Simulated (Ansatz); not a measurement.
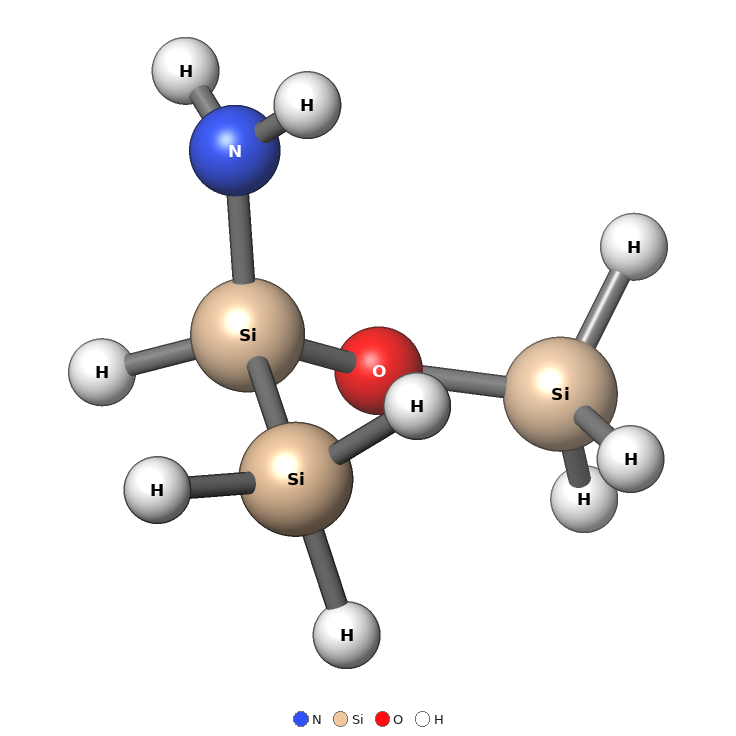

The computed structure is the end point of a PBE0-D4/def2-TZVP optimisation. No frequency run is at hand to confirm it as a minimum. Program: Ansatz 0.2.0.

At this fixed geometry, give HOMO–LUMO gap (eV), dipole (D) at these levels: B3LYP-D4/def2-TZVPP; PBE-D4/def2-TZVPP; r2SCAN-D4/def2-TZVPP; ωB97M-V/def2-TZVPP.

```tsv
level	HOMO–LUMO gap (eV)	dipole (D)
B3LYP-D4/def2-TZVPP	7.12	1.53
PBE-D4/def2-TZVPP	5.37	1.59
r2SCAN-D4/def2-TZVPP	5.96	1.58
ωB97M-V/def2-TZVPP	11.33	1.54
```
